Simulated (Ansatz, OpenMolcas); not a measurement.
Strength of the Mg–H bond: MgH → Mg + H

Species: MgH, doublet; Mg atom, singlet; H atom, doublet. 

Shapes, held fixed at every level: PBE0-D4/def2-TZVP. Programs: Ansatz 0.2.0, NWChem 7.3.0, OpenMolcas 26.06. A level may come from different programs for different species; with the same settings they agree closely. The zero-point and thermal change to 298 K, harmonic and unscaled (PBE0-D4/def2-TZVP), is -5.1 kJ/mol.

| level | kind | ΔH(298 K) (kJ/mol) | less CCSD(T)/def2-TZVPP |
| --- | --- | --- | --- |
| SVWN5/cc-pVTZ | LDA | +147.7 | +24.3 |
| SPW92/def2-TZVPP | LDA | +146.9 | +23.5 |
| M06-L/cc-pVTZ | meta-GGA | +132.8 | +9.4 |
| TPSS/cc-pVTZ | meta-GGA | +157.9 | +34.5 |
| r2SCAN-D4/def2-TZVPP | meta-GGA | +152.4 | +29.0 |
| BHLYP/cc-pVTZ | global hybrid | +132.1 | +8.7 |
| CCSD(T)/def2-TZVPP | coupled cluster or CI | +123.4 | 0.0 |

The highest level, CCSD(T)/def2-TZVPP, gives ΔH(298 K) = +123.4 kJ/mol; the levels span +123.4 to +157.9. A fragment pairs its electrons up again, so this isn't a typical strength of such a bond. The column of differences is taken from that level and isn't an error. No measured value is set beside it here. Open shells run unrestricted unless RO is named. Correlated rows may include outer-core shells of Mg, which these sets cover unevenly.

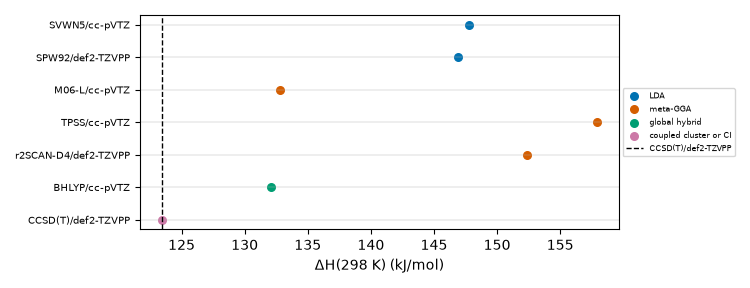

The values of the table, level by level.
